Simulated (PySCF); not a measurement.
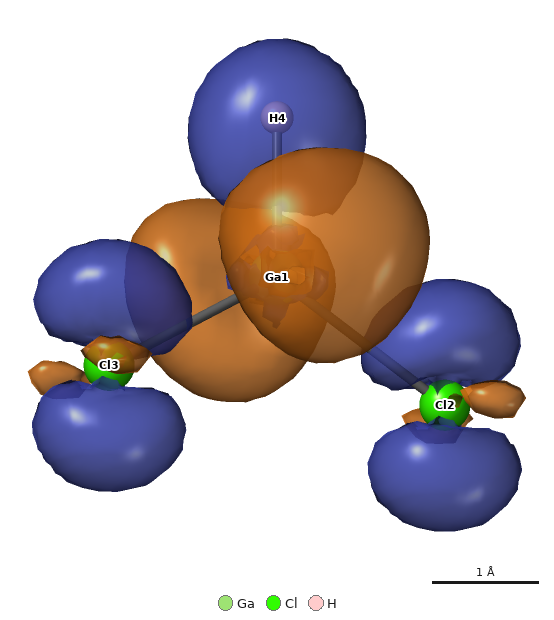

*Cl2GaH. Unrelaxed difference density of S₁ less the ground state (TDA singlet states), ±0.03 e/Å³; orange: gain, blue: loss.*

Level of theory: LC-wPBE/aug-cc-pVDZ (PySCF), at a geometry from GFN2-xTB. No frequency check shows the geometry to be a minimum. GFN2-xTB bond lengths at metals and heavier atoms can be off by up to 0.1 Å and shapes distorted, which carries into these values.

> How does the charge move on excitation?

0.79 e is displaced in all, of which about 0.5 e passes between atoms: Cl2 and Cl3 (0.17 e each) and H4 (0.15 e) lose electrons and Ga1 (0.50 e) gains them. The state: 6.58 eV (188 nm), f = 0.012, σ or n → empty p orbital of Ga1; the leading pair carries 99 %; hole on Cl2 and Cl3 (29 % each), H4 (23 %) and Ga1 (19 %), electron on Ga1 (70 %), Cl2 and Cl3 (11 % each) and H4 (8 %); their centroids lie 0.2 Å apart.
